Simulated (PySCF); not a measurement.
## NMR shielding calculation of C5H8Si

System: C5H8Si.
Method: GIAO PBE0/pcSseg-1 NMR shielding, non-relativistic, gas phase (PySCF 2.14.0).

The geometry comes from this level: GFN2-xTB, MD frame at 425 fs, 400 K. It belongs to a series of runs on one base structure; here: MD frame at 425 fs, 400 K. Figures and captions count atoms from 1; the log counts them from 0 in places.

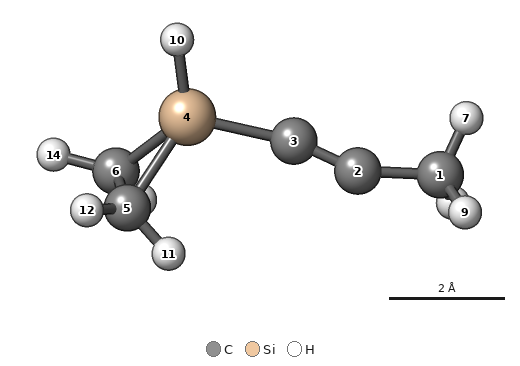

Fig. 1: The structure (ball-and-stick view, seen at a tilt; atoms are numbered from 1 in the order of the input). Bond lengths as drawn: C–C 1.25 to 1.52 Å, C–H 1.04 to 1.16 Å, C–Si 1.87 to 1.93 Å and H–Si 1.47 Å.

### Input
```
{"job": {"kind": "nmr", "xc": "PBE0", "basis": "pcSseg-1", "pop": false}, "charge": 0, "multiplicity": 1}
C      3.309200    -0.272200    -0.896400
C      1.907900    -0.417300    -0.530200
C      0.681100    -0.398500    -0.753400
Si    -1.228700    -0.392400    -0.538600
C     -1.765300    -1.451500     0.989000
C     -2.141900    -2.020600    -0.363800
H      3.455100     0.477400    -1.680700
H      3.666800    -1.187100    -1.236800
H      3.915700    -0.132800    -0.047200
H     -1.799400     0.860000    -1.046900
H     -0.838300    -1.817800     1.410300
H     -2.432300    -1.060300     1.733000
H     -1.587700    -2.901800    -0.734400
H     -3.273400    -2.230700    -0.509600
```

The first line tells a small driver script what to run in PySCF; the rest is the geometry in Å.

Launch command:
```bash
OMP_NUM_THREADS=1 python <driver script> task.json out
```

### Log
```
coarse grid: 12016 points
cycle   1  E = -484.2248944055  dE =  5.373e-01  |g| = 4.592e-01  |ddm| = 3.455e+00
cycle   2  E = -484.1886509010  dE =  3.624e-02  |g| = 5.775e-01  |ddm| = 1.153e+00
cycle   3  E = -484.2803881760  dE = -9.174e-02  |g| = 9.861e-02  |ddm| = 6.915e-01
cycle   4  E = -484.2826640304  dE = -2.276e-03  |g| = 4.582e-02  |ddm| = 1.373e-01
cycle   5  E = -484.2830504097  dE = -3.864e-04  |g| = 2.568e-02  |ddm| = 5.179e-02
cycle   6  E = -484.2832232834  dE = -1.729e-04  |g| = 3.171e-03  |ddm| = 2.341e-02
cycle   7  E = -484.2832259496  dE = -2.666e-06  |g| = 8.005e-04  |ddm| = 4.892e-03
final grid: 110944 points
cycle   8  E = -484.3202407492  dE = -2.237e-05  |g| = 6.461e-03  |ddm| = 2.209e-02
cycle   9  E = -484.3202338017  dE =  6.947e-06  |g| = 8.175e-03  |ddm| = 1.339e-02
cycle  10  E = -484.3202511883  dE = -1.739e-05  |g| = 1.636e-03  |ddm| = 8.288e-03
cycle  11  E = -484.3202518781  dE = -6.898e-07  |g| = 4.980e-04  |ddm| = 1.776e-03
cycle  12  E = -484.3202519328  dE = -5.471e-08  |g| = 1.697e-04  |ddm| = 4.729e-04
cycle  13  E = -484.3202519406  dE = -7.816e-09  |g| = 2.237e-05  |ddm| = 1.709e-04
cycle  14  E = -484.3202519407  dE = -1.255e-10  |g| = 6.649e-06  |ddm| = 4.027e-05
```

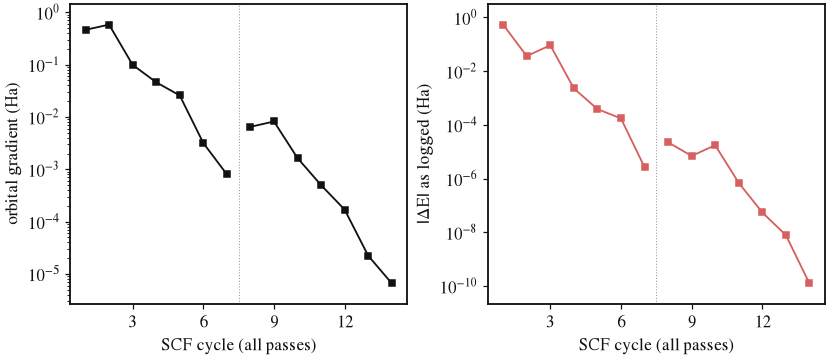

Fig. 2: Convergence of the self-consistent field: orbital gradient and size of the energy change against the SCF cycle. The dotted line marks the change from a coarse to the final integration grid. The first 7 cycles use a coarse grid, the final grid takes over at cycle 8, and the field converges after 14 cycles in all.

```
converged SCF energy = -484.3202519407

GIAO shielding tensors (ppm)
atom      isotropic    diamagn.    paramagn.     s11        s22        s33       span
  0 C      182.880     247.702     -64.822    168.420    174.621    205.599     37.180
  1 C       73.690     266.238    -192.548    -40.835    -22.035    283.941    324.776
  2 C       83.780     270.442    -186.663    -20.825      8.738    263.426    284.251
  3 Si     491.566     882.776    -391.210    341.234    386.659    746.806    405.572
  4 C      186.039     262.954     -76.915    162.308    176.632    219.177     56.869
  5 C      178.657     257.441     -78.783    158.300    175.888    201.784     43.484
  6 H       29.192      27.878       1.314     23.938     27.918     35.721     11.782
  7 H       31.054      28.369       2.685     25.896     29.540     37.727     11.830
  8 H       31.283      29.177       2.106     26.141     28.833     38.873     12.732
  9 H       27.997      29.195      -1.197     22.246     25.890     35.856     13.610
 10 H       31.316      34.950      -3.634     25.404     28.409     40.135     14.731
 11 H       30.446      32.934      -2.487     25.837     26.280     39.222     13.385
 12 H       29.616      30.537      -0.921     24.764     26.584     37.500     12.736
 13 H       28.660      27.100       1.560     23.143     25.504     37.332     14.189
```

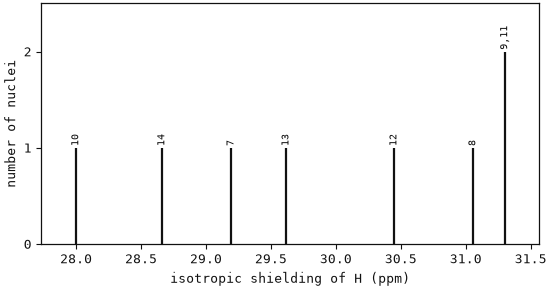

Fig. 3: Isotropic shieldings of the hydrogen nuclei in this fixed geometry, labelled by atom number; shielding grows to the right, so chemical shift grows to the left. The least shielded is H10 (28.0 ppm), the most shielded H11 (31.3 ppm).

### Summary

- outcome: converged
- total energy: −484.320252 hartree
- HOMO: −6.32 eV
- LUMO: −0.34 eV
- dipole moment: 0.84 D
- isotropic shielding, C: 73.7 to 186.0 ppm
- isotropic shielding, Si: 491.6 ppm
- isotropic shielding, H: 28.0 to 31.3 ppm
- hardware: 1 CPU thread, shared host
- wall time: 34 s
- peak memory: 0.73 GiB
